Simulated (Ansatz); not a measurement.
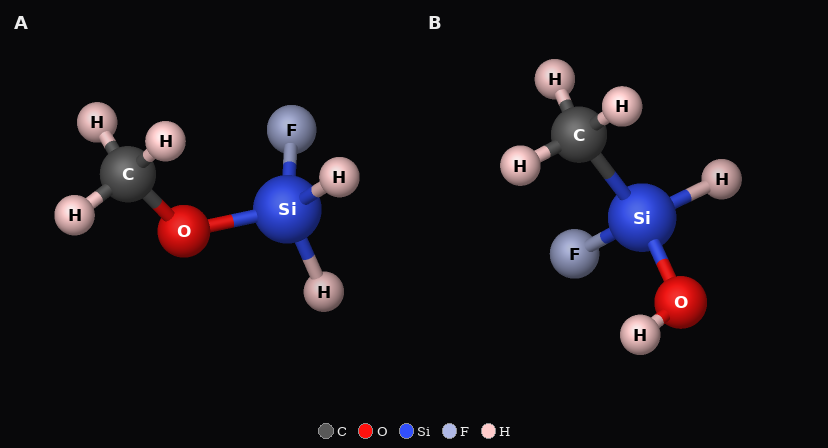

2 stationary structures of one formula. Geometries: PBE0-D4/def2-TZVP. Electronic energies: PBE0-D4/def2-TZVP (Ansatz 0.2.0), without zero-point energy. No frequency run is at hand to confirm each as a minimum. Each is one conformer, not always the lowest.

How are they related?

Answer. They are constitutional isomers of CH5FOSi: A `CO[SiH2]F`, B `C[Si@@H](O)F`.

Rank them by energy, lowest first.

Answer. B is lowest; A lies 104.8 kJ/mol above it (a minimum).

Give E(B) − E(A) in kJ/mol at these levels too: RHF-CCSD(T) (frozen core)/def2-QZVPP; ωB97M-V/def2-QZVPP; B2PLYP (frozen core)/def2-TZVPP; BHLYP-D4/def2-TZVPP; PBE0-D4/def2-TZVPP; ωB97M-V/def2-TZVPP; CCSD(T)/CBS (from def2-TZVPP and def2-QZVPP); B3LYP-D4/def2-TZVPP.

| level | E(B) − E(A) (kJ/mol) |
| --- | --- |
| RHF-CCSD(T) (frozen core)/def2-QZVPP | −107.8 |
| ωB97M-V/def2-QZVPP | −108.7 |
| B2PLYP (frozen core)/def2-TZVPP | −103.9 |
| BHLYP-D4/def2-TZVPP | −101.5 |
| PBE0-D4/def2-TZVPP | −108.9 |
| ωB97M-V/def2-TZVPP | −108.7 |
| CCSD(T)/CBS (from def2-TZVPP and def2-QZVPP) | −109.7 |
| B3LYP-D4/def2-TZVPP | −101.4 |
